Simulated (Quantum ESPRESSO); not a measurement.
# Projected density of states of magnetic Fe2O3 (Hematite), part 2 of 2

Wanted: the exchange-split electronic structure of Fe2O3 (Hematite).

Quantum ESPRESSO 7.5; PBEsol with U = 4.5 eV on Fe d (ortho-atomic projectors); plane waves with GBRV 1.5 PBEsol potentials, no spin-orbit coupling.

So far: The starting structure; The magnetic state.

**3. Projected density of states**

Level of this step: PBEsol with U = 4.5 eV on Fe d (ortho-atomic projectors); plane waves with GBRV 1.5 PBEsol potentials, no spin-orbit coupling, projections on orthogonalised atomic orbitals (Quantum ESPRESSO).

The input, projwfc.in:

```
&PROJWFC
  prefix = 'pwscf'
  outdir = './tmp'
  filpdos = 'pdos'
  ngauss = 0
  degauss = 0.01
  DeltaE = 0.05
  Emin = 2.57
  Emax = 16.57
/
```

Command:

```bash
$ OMP_NUM_THREADS=1 mpirun -n 4 projwfc.x -nk 4 -in projwfc.in > projwfc.out
```

Log:

```text
[banner, memory and clock lines left out]
Program PROJWFC v.7.5 starts

     [... lines left out ...]
     IMPORTANT: XC functional enforced from input :
     Exchange-correlation= PBESOL
                           (   1   4  10   8   0   0   0)
     Any further DFT definition will be discarded
     Please, verify this is what you really want

     G-vector sticks info

     Check: negative core charge=   -0.000040

     Gaussian broadening (read from input): ngauss,degauss=   0    0.010000

     Calling projwave ....

  Problem Sizes
  natomwfc =           76
  nbnd     =           68
  nkstot   =           80
  npwx     =         2964
  nkb      =          150

     Atomic states used for projection
     (read from pseudopotential files):

     state #   1: atom   1 (Fe1), wfc  1 (l=0 m= 1)
     state #   2: atom   1 (Fe1), wfc  2 (l=1 m= 1)
     state #   3: atom   1 (Fe1), wfc  2 (l=1 m= 2)
     state #   4: atom   1 (Fe1), wfc  2 (l=1 m= 3)
     state #   5: atom   1 (Fe1), wfc  3 (l=2 m= 1)
     state #   6: atom   1 (Fe1), wfc  3 (l=2 m= 2)
     state #   7: atom   1 (Fe1), wfc  3 (l=2 m= 3)
     state #   8: atom   1 (Fe1), wfc  3 (l=2 m= 4)
     state #   9: atom   1 (Fe1), wfc  3 (l=2 m= 5)
     state #  10: atom   1 (Fe1), wfc  4 (l=0 m= 1)
     state #  11: atom   1 (Fe1), wfc  5 (l=1 m= 1)
     state #  12: atom   1 (Fe1), wfc  5 (l=1 m= 2)
     state #  13: atom   1 (Fe1), wfc  5 (l=1 m= 3)
     state #  14: atom   2 (Fe2), wfc  1 (l=0 m= 1)
     state #  15: atom   2 (Fe2), wfc  2 (l=1 m= 1)
     state #  16: atom   2 (Fe2), wfc  2 (l=1 m= 2)
     state #  17: atom   2 (Fe2), wfc  2 (l=1 m= 3)
     state #  18: atom   2 (Fe2), wfc  3 (l=2 m= 1)
     state #  19: atom   2 (Fe2), wfc  3 (l=2 m= 2)
     state #  20: atom   2 (Fe2), wfc  3 (l=2 m= 3)
     state #  21: atom   2 (Fe2), wfc  3 (l=2 m= 4)
     state #  22: atom   2 (Fe2), wfc  3 (l=2 m= 5)
     state #  23: atom   2 (Fe2), wfc  4 (l=0 m= 1)
     state #  24: atom   2 (Fe2), wfc  5 (l=1 m= 1)
[...]
state #  37: atom   3 (Fe1), wfc  5 (l=1 m= 1)
     state #  38: atom   3 (Fe1), wfc  5 (l=1 m= 2)
     state #  39: atom   3 (Fe1), wfc  5 (l=1 m= 3)
     state #  40: atom   4 (Fe2), wfc  1 (l=0 m= 1)
     state #  41: atom   4 (Fe2), wfc  2 (l=1 m= 1)
     state #  42: atom   4 (Fe2), wfc  2 (l=1 m= 2)
     state #  43: atom   4 (Fe2), wfc  2 (l=1 m= 3)
     state #  44: atom   4 (Fe2), wfc  3 (l=2 m= 1)
     state #  45: atom   4 (Fe2), wfc  3 (l=2 m= 2)
     state #  46: atom   4 (Fe2), wfc  3 (l=2 m= 3)
     state #  47: atom   4 (Fe2), wfc  3 (l=2 m= 4)
     state #  48: atom   4 (Fe2), wfc  3 (l=2 m= 5)
     state #  49: atom   4 (Fe2), wfc  4 (l=0 m= 1)
     state #  50: atom   4 (Fe2), wfc  5 (l=1 m= 1)
     state #  51: atom   4 (Fe2), wfc  5 (l=1 m= 2)
     state #  52: atom   4 (Fe2), wfc  5 (l=1 m= 3)
     state #  53: atom   5 (O  ), wfc  1 (l=0 m= 1)
     state #  54: atom   5 (O  ), wfc  2 (l=1 m= 1)
     state #  55: atom   5 (O  ), wfc  2 (l=1 m= 2)
     state #  56: atom   5 (O  ), wfc  2 (l=1 m= 3)
     state #  57: atom   6 (O  ), wfc  1 (l=0 m= 1)
     state #  58: atom   6 (O  ), wfc  2 (l=1 m= 1)
     state #  59: atom   6 (O  ), wfc  2 (l=1 m= 2)
     state #  60: atom   6 (O  ), wfc  2 (l=1 m= 3)
     state #  61: atom   7 (O  ), wfc  1 (l=0 m= 1)
     state #  62: atom   7 (O  ), wfc  2 (l=1 m= 1)
     state #  63: atom   7 (O  ), wfc  2 (l=1 m= 2)
     state #  64: atom   7 (O  ), wfc  2 (l=1 m= 3)
     state #  65: atom   8 (O  ), wfc  1 (l=0 m= 1)
     state #  66: atom   8 (O  ), wfc  2 (l=1 m= 1)
     state #  67: atom   8 (O  ), wfc  2 (l=1 m= 2)
     state #  68: atom   8 (O  ), wfc  2 (l=1 m= 3)
     state #  69: atom   9 (O  ), wfc  1 (l=0 m= 1)
     state #  70: atom   9 (O  ), wfc  2 (l=1 m= 1)
     state #  71: atom   9 (O  ), wfc  2 (l=1 m= 2)
     state #  72: atom   9 (O  ), wfc  2 (l=1 m= 3)
     state #  73: atom  10 (O  ), wfc  1 (l=0 m= 1)
     state #  74: atom  10 (O  ), wfc  2 (l=1 m= 1)
     state #  75: atom  10 (O  ), wfc  2 (l=1 m= 2)
     state #  76: atom  10 (O  ), wfc  2 (l=1 m= 3)

 [... projections of the bands left out ...]

Lowdin Charges:

     Atom #   1: total charge =  15.2710, s =  2.4363, p =  7.1087, d =  5.7260,
                 spin up      =   9.7515, s =  1.2273,
                 spin up      =   9.7515, p =  3.5639, pz=  1.1856, px=  1.1892, py=  1.1892,
                 spin up      =   9.7515, d =  4.9602, dz2=  0.9942, dxz=  0.9920, dyz=  0.9920, dx2-y2=  0.9910, dxy=  0.9910,
                 spin down    =   5.5195, s =  1.2089,
                 spin down    =   5.5195, p =  3.5448, pz=  1.1757, px=  1.1846, py=  1.1846,
                 spin down    =   5.5195, d =  0.7658, dz2=  0.0891, dxz=  0.1857, dyz=  0.1857, dx2-y2=  0.1526, dxy=  0.1526,
                 polarization =   4.2320, s =  0.0184, p =  0.0192, d =  4.1945,
     Atom #   2: total charge =  15.2710, s =  2.4363, p =  7.1087, d =  5.7260,
                 spin up      =   5.5195, s =  1.2089,
                 spin up      =   5.5195, p =  3.5448, pz=  1.1757, px=  1.1846, py=  1.1846,
                 spin up      =   5.5195, d =  0.7658, dz2=  0.0891, dxz=  0.1857, dyz=  0.1857, dx2-y2=  0.1526, dxy=  0.1526,
                 spin down    =   9.7515, s =  1.2273,
                 spin down    =   9.7515, p =  3.5639, pz=  1.1856, px=  1.1892, py=  1.1892,
                 spin down    =   9.7515, d =  4.9602, dz2=  0.9942, dxz=  0.9920, dyz=  0.9920, dx2-y2=  0.9910, dxy=  0.9910,
                 polarization =  -4.2320, s = -0.0184, p = -0.0192, d = -4.1945,
     Atom #   3: total charge =  15.2710, s =  2.4363, p =  7.1087, d =  5.7260,
                 spin up      =   9.7515, s =  1.2273,
                 spin up      =   9.7515, p =  3.5639, pz=  1.1856, px=  1.1892, py=  1.1892,
                 spin up      =   9.7515, d =  4.9602, dz2=  0.9942, dxz=  0.9920, dyz=  0.9920, dx2-y2=  0.9910, dxy=  0.9910,
                 spin down    =   5.5195, s =  1.2089,
                 spin down    =   5.5195, p =  3.5448, pz=  1.1757, px=  1.1846, py=  1.1846,
                 spin down    =   5.5195, d =  0.7658, dz2=  0.0891, dxz=  0.1857, dyz=  0.1857, dx2-y2=  0.1526, dxy=  0.1526,
                 polarization =   4.2320, s =  0.0184, p =  0.0192, d =  4.1945,
     Atom #   4: total charge =  15.2710, s =  2.4363, p =  7.1087, d =  5.7260,
                 spin up      =   5.5195, s =  1.2089,
                 spin up      =   5.5195, p =  3.5448, pz=  1.1757, px=  1.1846, py=  1.1846,
                 spin up      =   5.5195, d =  0.7658, dz2=  0.0891, dxz=  0.1857, dyz=  0.1857, dx2-y2=  0.1526, dxy=  0.1526,
                 spin down    =   9.7515, s =  1.2273,
                 spin down    =   9.7515, p =  3.5639, pz=  1.1856, px=  1.1892, py=  1.1892,
                 spin down    =   9.7515, d =  4.9602, dz2=  0.9942, dxz=  0.9920, dyz=  0.9920, dx2-y2=  0.9910, dxy=  0.9910,
                 polarization =  -4.2320, s = -0.0184, p = -0.0192, d = -4.1945,
     Atom #   5: total charge =   6.4515, s =  1.6349, p =  4.8166, d =  0.0000,
                 spin up      =   3.2258, s =  0.8175,
                 spin up      =   3.2258, p =  2.4083, pz=  0.8055, px=  0.7932, py=  0.8096,
                 spin up      =   3.2258, d =  0.0000, dz2=  0.0000, dxz=  0.0000, dyz=  0.0000, dx2-y2=  0.0000, dxy=  0.0000,
                 spin down    =   3.2258, s =  0.8175,
                 spin down    =   3.2258, p =  2.4083, pz=  0.8055, px=  0.7932, py=  0.8096,
                 spin down    =   3.2258, d =  0.0000, dz2=  0.0000, dxz=  0.0000, dyz=  0.0000, dx2-y2=  0.0000, dxy=  0.0000,
                 polarization =  -0.0000, s = -0.0000, p = -0.0000, d =  0.0000,
     Atom #   6: total charge =   6.4515, s =  1.6349, p =  4.8166, d =  0.0000,
                 spin up      =   3.2258, s =  0.8175,
                 spin up      =   3.2258, p =  2.4083, pz=  0.8055, px=  0.7942, py=  0.8086,
                 spin up      =   3.2258, d =  0.0000, dz2=  0.0000, dxz=  0.0000, dyz=  0.0000, dx2-y2=  0.0000, dxy=  0.0000,
                 spin down    =   3.2258, s =  0.8175,
                 spin down    =   3.2258, p =  2.4083, pz=  0.8055, px=  0.8168, py=  0.7860,
                 spin down    =   3.2258, d =  0.0000, dz2=  0.0000, dxz=  0.0000, dyz=  0.0000, dx2-y2=  0.0000, dxy=  0.0000,
                 polarization =  -0.0000, s = -0.0000, p = -0.0000, d =  0.0000,
     Atom #   7: total charge =   6.4515, s =  1.6349, p =  4.8166, d =  0.0000,
                 spin up      =   3.2258, s =  0.8175,
                 spin up      =   3.2258, p =  2.4083, pz=  0.8055, px=  0.8168, py=  0.7860,
                 spin up      =   3.2258, d =  0.0000, dz2=  0.0000, dxz=  0.0000, dyz=  0.0000, dx2-y2=  0.0000, dxy=  0.0000,
                 spin down    =   3.2258, s =  0.8175,
                 spin down    =   3.2258, p =  2.4083, pz=  0.8055, px=  0.7942, py=  0.8086,
                 spin down    =   3.2258, d =  0.0000, dz2=  0.0000, dxz=  0.0000, dyz=  0.0000, dx2-y2=  0.0000, dxy=  0.0000,
                 polarization =  -0.0000, s = -0.0000, p = -0.0000, d =  0.0000,
     Atom #   8: total charge =   6.4515, s =  1.6349, p =  4.8166, d =  0.0000,
                 spin up      =   3.2258, s =  0.8175,
                 spin up      =   3.2258, p =  2.4083, pz=  0.8055, px=  0.7932, py=  0.8096,
                 spin up      =   3.2258, d =  0.0000, dz2=  0.0000, dxz=  0.0000, dyz=  0.0000, dx2-y2=  0.0000, dxy=  0.0000,
                 spin down    =   3.2258, s =  0.8175,
                 spin down    =   3.2258, p =  2.4083, pz=  0.8055, px=  0.7932, py=  0.8096,
                 spin down    =   3.2258, d =  0.0000, dz2=  0.0000, dxz=  0.0000, dyz=  0.0000, dx2-y2=  0.0000, dxy=  0.0000,
                 polarization =  -0.0000, s = -0.0000, p = -0.0000, d =  0.0000,
     Atom #   9: total charge =   6.4515, s =  1.6349, p =  4.8166, d =  0.0000,
                 spin up      =   3.2258, s =  0.8175,
                 spin up      =   3.2258, p =  2.4083, pz=  0.8055, px=  0.7942, py=  0.8086,
                 spin up      =   3.2258, d =  0.0000, dz2=  0.0000, dxz=  0.0000, dyz=  0.0000, dx2-y2=  0.0000, dxy=  0.0000,
                 spin down    =   3.2258, s =  0.8175,
                 spin down    =   3.2258, p =  2.4083, pz=  0.8055, px=  0.8168, py=  0.7860,
                 spin down    =   3.2258, d =  0.0000, dz2=  0.0000, dxz=  0.0000, dyz=  0.0000, dx2-y2=  0.0000, dxy=  0.0000,
                 polarization =  -0.0000, s = -0.0000, p = -0.0000, d =  0.0000,
     Atom #  10: total charge =   6.45
```

Run time: 3.9 s. Hardware: 4 MPI ranks of Arm Neoverse V1, shared host; peak memory 0.32 GiB.

The density of states has structure finer than the step of the table below, so its rows give means over 1 eV, whole bins alone (the curve runs from -9.00 to 5.05 eV). Peaks (eV: height): up -8.1: 9.52, -7.7: 7.95, 1.8: 9.41, 2.5: 9.11; down -8.1: 9.52, -7.7: 7.95, 1.8: 9.41, 2.5: 9.11; Fe1 d up = Fe2 d down -8.1: 3.59, -7.7: 3.25; Fe1 d down 1.8: 4.2, 2.5: 3.28; Fe2 d up 1.8: 4.2, 2.5: 3.28.

Gaussian broadening of 0.136 eV on the SCF mesh. Table of density of states by energy, zero at the Fermi level; means over each step; values in states/eV/cell:

| energy (eV) | up | down | Fe1 d up = Fe2 d down | Fe1 d down | Fe2 d up | O5 p up = O5 p down |
| --- | --- | --- | --- | --- | --- | --- |
| -8 | 7.66 | 7.66 | 2.96 | 0.0332 | 0.0332 | 0.227 |
| -7 | 1.13 | 1.13 | 0.484 | 0.00484 | 0.00484 | 0.0197 |
| -6 | 2.55 | 2.55 | 0.235 | 0.0620 | 0.0620 | 0.244 |
| -5 | 2.82 | 2.82 | 0.193 | 0.0880 | 0.0880 | 0.298 |
| -4 | 4.33 | 4.33 | 0.186 | 0.231 | 0.231 | 0.505 |
| -3 | 3.72 | 3.72 | 0.118 | 0.156 | 0.156 | 0.479 |
| -2 | 3.38 | 3.38 | 0.205 | 0.125 | 0.125 | 0.423 |
| -1 | 1.19 | 1.19 | 0.0842 | 0.0357 | 0.0357 | 0.152 |
| 0 | 0 | 0 | 0 | 0 | 0 | 0 |
| 1 | 2.09 | 2.09 | 0.00435 | 0.926 | 0.926 | 0.0243 |
| 2 | 5.96 | 5.96 | 0.0125 | 2.50 | 2.50 | 0.118 |
| 3 | 1.95 | 1.95 | 0.00583 | 0.697 | 0.697 | 0.0801 |
| 4 | 0.0559 | 0.0559 | 0 | 2.1e-4 | 2.1e-4 | 6.1e-4 |

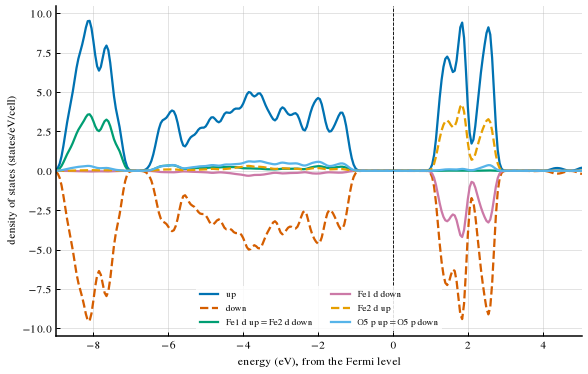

Density of states, plotted against energy. Down spins are drawn negative.

**4. What came out**

* state: antiferromagnetic
* largest moment in a sphere: 3.85 μB

In words: Distinct peaks of the density of states (up) stand at -8.10, -7.65, -3.85, 1.85 and 2.55 eV; the one at -8.10 eV is strongest. These are Kohn–Sham states without spin–orbit coupling, on the mesh of the self-consistent run. The moments are opposed on like sites, so the totals of the two spins are equal and the projections on single atoms show the splitting.

[Logs and program files are shortened in this print: banners, set-up blocks, solver, clock and traceback lines can be left out without a mark of their own.]

[Logs are printed without paths, hosts, clocks, repeated set-up lines and the standing remarks that a program may print on its own settings, such as how far it seeks lower states.]

[Hosts, paths, dates, database ids (printed as entryN), source tags and the programs' standing remarks are cut or masked in the printed files.]

[Where a cell is said to come from a database of computed structures, the database is the Materials Project.]
